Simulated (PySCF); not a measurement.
**[Au2F3]−: forces at shaken geometries**

Aim: move all atoms of relaxed [Au2F3]− at random and read energies and forces. It is a constructed species; whether it can be made isn't addressed.

Method: PBE0, Au def2-SVP with ECP60, F def2-SVP; scalar-relativistic core potentials, no spin–orbit coupling; program: PySCF 2.14.0.

2 further runs of the same task are left out: 2 for a known fault of the program. Runs told in other sessions of the task aren't counted.

## Step 1: Where the work starts

5 atoms, charge -1, spin multiplicity 1.

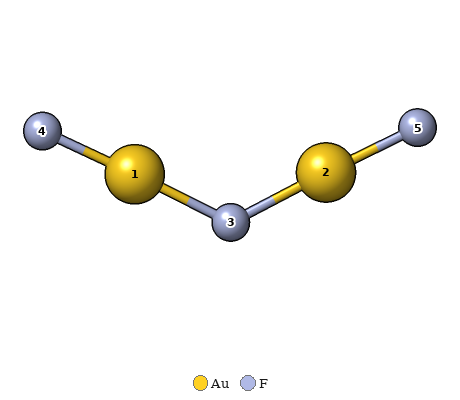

The geometry (gold amber, fluorine light blue); atoms are numbered from 1 in the order of the file.

Coordinates:

```xyz
5

Au   -0.0169    0.1430    1.8202
Au   -0.0169    0.1430   -1.8202
F    -0.1253    1.0630    0.0000
F     0.0806   -0.6838    3.5688
F     0.0806   -0.6838   -3.5688
```

Formal oxidation states: Au +1. An earlier session relaxed this geometry at PBE0, Au def2-SVP with ECP60, F def2-SVP (singlet, point group C2v).

Its energy there is -570.582038 Eh.

## Step 2: Atoms moved at random, σ = 0.06 Å

run.py (the lines that set the calculation)

```python
mol = gto.M(atom='''
Au     0.05209     0.19418     1.84401
Au     0.06951     0.11713    -1.79162
F     -0.26777     0.96726    -0.01303
F      0.11763    -0.61556     3.52615
F      0.03073    -0.68159    -3.56551''',
    basis={'Au': 'def2-SVP', 'F': 'def2-SVP'},
    ecp={'Au': 'def2-SVP'},
    charge=-1, spin=0)
mf = dft.RKS(mol, xc='PBE0')
mf.grids.atom_grid = (50, 194)
mf = mf.density_fit()  # fitting sets: Au def2-universal-JKFIT, F def2-universal-JKFIT
mf.conv_tol = 1e-08; mf.max_cycle = 55
mf.kernel(dm0)  # dm0: the density of the relaxed state
```

The run is started by

```console
$ OMP_NUM_THREADS=2 python run.py
```

Output:

```text
init E= -570.608819809758
  HOMO = -0.111555843730205  LUMO = 0.108625932627284  gap/eV = 5.99145
cycle= 1 E= -570.574622186221  delta_E= 0.0342  |g|= 0.0799  |ddm|= 0.37
  HOMO = -0.116127722821658  LUMO = 0.108829099074715  gap/eV = 6.12139
cycle= 2 E= -570.5745064613  delta_E= 0.000116  |g|= 0.0905  |ddm|= 0.136
  HOMO = -0.115663889554265  LUMO = 0.108781960083899  gap/eV = 6.10748
cycle= 3 E= -570.575825803559  delta_E= -0.00132  |g|= 0.0135  |ddm|= 0.067
  HOMO = -0.115777573647935  LUMO = 0.108701428540602  gap/eV = 6.10838
cycle= 4 E= -570.575852324412  delta_E= -2.65e-05  |g|= 0.00523  |ddm|= 0.0127
  HOMO = -0.115833024546935  LUMO = 0.108665303999775  gap/eV = 6.10891
cycle= 5 E= -570.575857276342  delta_E= -4.95e-06  |g|= 0.00101  |ddm|= 0.00481
  HOMO = -0.11577143793349  LUMO = 0.108728270476877  gap/eV = 6.10895
cycle= 6 E= -570.575857470224  delta_E= -1.94e-07  |g|= 0.000551  |ddm|= 0.0015
  HOMO = -0.115798287866195  LUMO = 0.108702112387306  gap/eV = 6.10897
cycle= 7 E= -570.575857525207  delta_E= -5.5e-08  |g|= 0.000178  |ddm|= 0.000567
  HOMO = -0.115800073698467  LUMO = 0.108702269145557  gap/eV = 6.10902
cycle= 8 E= -570.575857530407  delta_E= -5.2e-09  |g|= 5.42e-05  |ddm|= 0.000156
  HOMO = -0.115798118988965  LUMO = 0.108703582911637  gap/eV = 6.10900
Extra cycle  E= -570.57585752938  delta_E= 1.03e-09  |g|= 9.67e-05  |ddm|= 0.000121
converged SCF energy = -570.57585752938
```

It took 3.2 s on 2 threads of Arm Neoverse V2, shared host.

It gives: E = -570.575858 Eh (+0.168 eV from the relaxed state), HOMO -3.15 eV, LUMO 2.96 eV, Mulliken charge on Au1 +0.21 e, largest force component 1.715 eV/Å. 

```tsv
atom	Fx	Fy	Fz (eV/Å)
Au1	-0.465	0.418	-1.617
Au2	-0.558	-0.404	-0.693
F3	0.384	0.593	0.522
F4	0.294	-0.651	1.715
F5	0.345	0.044	0.073
```

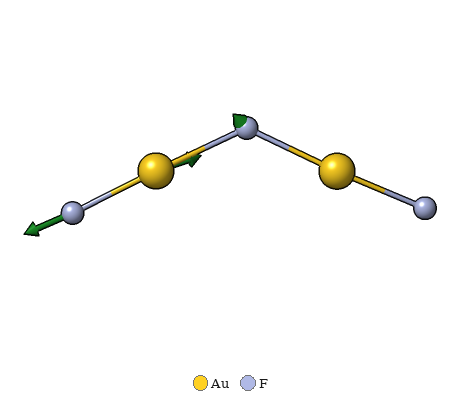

Forces as arrows, the longest for the largest force.

## Step 3: Atoms moved at random, σ = 0.03 Å

run.py (the lines that set the calculation)

```python
mol = gto.M(atom='''
Au    -0.01322     0.13394     1.77154
Au    -0.03705     0.09911    -1.80026
F     -0.10286     1.07643     0.02178
F      0.08405    -0.62828     3.59366
F      0.07126    -0.69979    -3.58672''',
    basis={'Au': 'def2-SVP', 'F': 'def2-SVP'},
    ecp={'Au': 'def2-SVP'},
    charge=-1, spin=0)
mf = dft.RKS(mol, xc='PBE0')
mf.grids.atom_grid = (50, 194)
mf = mf.density_fit()  # fitting sets: Au def2-universal-JKFIT, F def2-universal-JKFIT
mf.conv_tol = 1e-08; mf.max_cycle = 55
mf.kernel(dm0)  # dm0: the density of the relaxed state
```

The run is started by

```console
$ OMP_NUM_THREADS=2 python run.py
```

Output:

```text
init E= -570.569134312136
  HOMO = -0.123951344479495  LUMO = 0.0942052195991856  gap/eV = 5.93634
cycle= 1 E= -570.579361130073  delta_E= -0.0102  |g|= 0.0441  |ddm|= 0.165
  HOMO = -0.117102423104824  LUMO = 0.0993755841490263  gap/eV = 5.89067
cycle= 2 E= -570.579020870117  delta_E= 0.00034  |g|= 0.0642  |ddm|= 0.0843
  HOMO = -0.11856426532392  LUMO = 0.0990594288925202  gap/eV = 5.92184
cycle= 3 E= -570.579712049948  delta_E= -0.000691  |g|= 0.0119  |ddm|= 0.0492
  HOMO = -0.11892946401744  LUMO = 0.0987015529857054  gap/eV = 5.92204
cycle= 4 E= -570.579734835095  delta_E= -2.28e-05  |g|= 0.0025  |ddm|= 0.00968
  HOMO = -0.118787429090713  LUMO = 0.0988037625824809  gap/eV = 5.92096
cycle= 5 E= -570.579735900277  delta_E= -1.07e-06  |g|= 0.00102  |ddm|= 0.00281
  HOMO = -0.118845305810617  LUMO = 0.0987750058298111  gap/eV = 5.92175
cycle= 6 E= -570.579736083809  delta_E= -1.84e-07  |g|= 0.000387  |ddm|= 0.00107
  HOMO = -0.118849142128306  LUMO = 0.0987684507478654  gap/eV = 5.92168
cycle= 7 E= -570.57973611115  delta_E= -2.73e-08  |g|= 0.000121  |ddm|= 0.000434
  HOMO = -0.11884032958282  LUMO = 0.0987743690452199  gap/eV = 5.92160
cycle= 8 E= -570.579736113791  delta_E= -2.64e-09  |g|= 3.3e-05  |ddm|= 0.000123
  HOMO = -0.118843852063634  LUMO = 0.0987728215993933  gap/eV = 5.92165
Extra cycle  E= -570.579736113454  delta_E= 3.37e-10  |g|= 5.46e-05  |ddm|= 7.85e-05
converged SCF energy = -570.579736113454
```

It took 3.2 s on 2 threads of Arm Neoverse V2, shared host.

Result: E = -570.579736 Eh (+0.063 eV from the relaxed state), HOMO -3.23 eV, LUMO 2.69 eV, Mulliken charge on Au1 +0.21 e, largest force component 1.545 eV/Å. 

```tsv
atom	Fx	Fy	Fz (eV/Å)
Au1	0.180	-0.388	1.545
Au2	0.147	0.097	-0.326
F3	-0.137	0.020	-0.915
F4	-0.098	0.165	-0.766
F5	-0.092	0.106	0.462
```

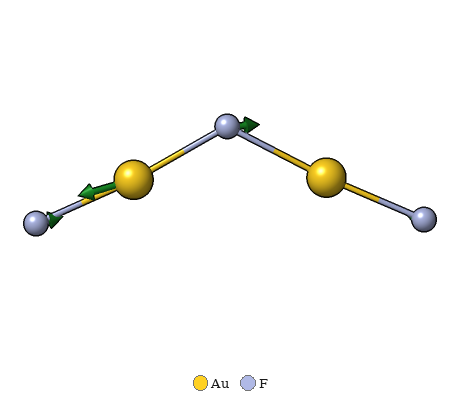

Forces as arrows, the longest for the largest force.

## Step 4: Atoms moved at random, σ = 0.03 Å

run.py (the lines that set the calculation)

```python
mol = gto.M(atom='''
Au     0.02537     0.12519     1.84410
Au    -0.03604     0.16351    -1.84829
F     -0.07740     1.06217     0.01582
F      0.06289    -0.65359     3.55806
F      0.02736    -0.71587    -3.56969''',
    basis={'Au': 'def2-SVP', 'F': 'def2-SVP'},
    ecp={'Au': 'def2-SVP'},
    charge=-1, spin=0)
mf = dft.RKS(mol, xc='PBE0')
mf.grids.atom_grid = (50, 194)
mf = mf.density_fit()  # fitting sets: Au def2-universal-JKFIT, F def2-universal-JKFIT
mf.conv_tol = 1e-08; mf.max_cycle = 55
mf.kernel(dm0)  # dm0: the density of the relaxed state
```

The run is started by

```console
$ OMP_NUM_THREADS=2 python run.py
```

Output:

```text
init E= -570.590932289404
  HOMO = -0.114542884473472  LUMO = 0.105946278841206  gap/eV = 5.99982
cycle= 1 E= -570.579956576368  delta_E= 0.011  |g|= 0.0356  |ddm|= 0.152
  HOMO = -0.118106789381968  LUMO = 0.105057647728717  gap/eV = 6.07261
cycle= 2 E= -570.579705092677  delta_E= 0.000251  |g|= 0.054  |ddm|= 0.0709
  HOMO = -0.117735049103215  LUMO = 0.10465496573968  gap/eV = 6.05154
cycle= 3 E= -570.580202209356  delta_E= -0.000497  |g|= 0.00892  |ddm|= 0.0409
  HOMO = -0.117509097786004  LUMO = 0.104744661110935  gap/eV = 6.04783
cycle= 4 E= -570.580214320679  delta_E= -1.21e-05  |g|= 0.00252  |ddm|= 0.00761
  HOMO = -0.117643126899279  LUMO = 0.104663656734445  gap/eV = 6.04928
cycle= 5 E= -570.580215429569  delta_E= -1.11e-06  |g|= 0.000852  |ddm|= 0.00276
  HOMO = -0.117595156246991  LUMO = 0.104684247249821  gap/eV = 6.04853
cycle= 6 E= -570.580215570829  delta_E= -1.41e-07  |g|= 0.00031  |ddm|= 0.000999
  HOMO = -0.117594676746976  LUMO = 0.104687661453937  gap/eV = 6.04861
cycle= 7 E= -570.580215586523  delta_E= -1.57e-08  |g|= 0.000129  |ddm|= 0.000319
  HOMO = -0.11759986627244  LUMO = 0.104684569364142  gap/eV = 6.04867
cycle= 8 E= -570.580215589928  delta_E= -3.4e-09  |g|= 2.33e-05  |ddm|= 0.00014
  HOMO = -0.117600555257881  LUMO = 0.104684491025438  gap/eV = 6.04868
Extra cycle  E= -570.580215589816  delta_E= 1.11e-10  |g|= 3.77e-05  |ddm|= 5.18e-05
converged SCF energy = -570.580215589816
```

It took 3.2 s on 2 threads of Arm Neoverse V2, shared host.

It gives: E = -570.580216 Eh (+0.050 eV from the relaxed state), HOMO -3.20 eV, LUMO 2.85 eV, Mulliken charge on Au1 +0.20 e, largest force component 1.391 eV/Å. 

```tsv
atom	Fx	Fy	Fz (eV/Å)
Au1	-0.115	0.739	-1.391
Au2	0.032	-0.009	0.456
F3	0.012	-0.201	-0.177
F4	0.079	-0.618	1.228
F5	-0.008	0.089	-0.116
```

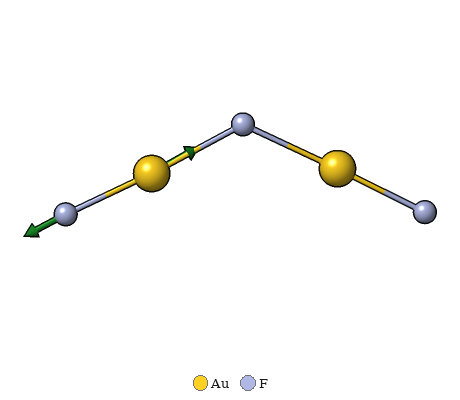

Forces as arrows, the longest for the largest force.

## Step 5: The displacements side by side

| σ (Å) | energy rise (eV) | harmonic estimate −½ F·u (eV) | largest force component (eV/Å) |
| --- | --- | --- | --- |
| 0.06 | 0.168 | 0.174 | 1.72 |
| 0.03 | 0.063 | 0.063 | 1.55 |
| 0.03 | 0.050 | 0.051 | 1.39 |

Every displacement raises the energy. For a harmonic well the rise equals −½ F·u; the two differ by at most 4 % here (a move with σ = 0.06 Å), from anharmonicity, the grid and the small forces left at the relaxed point. The bases are small and lack diffuse functions. Spin–orbit coupling is left out.
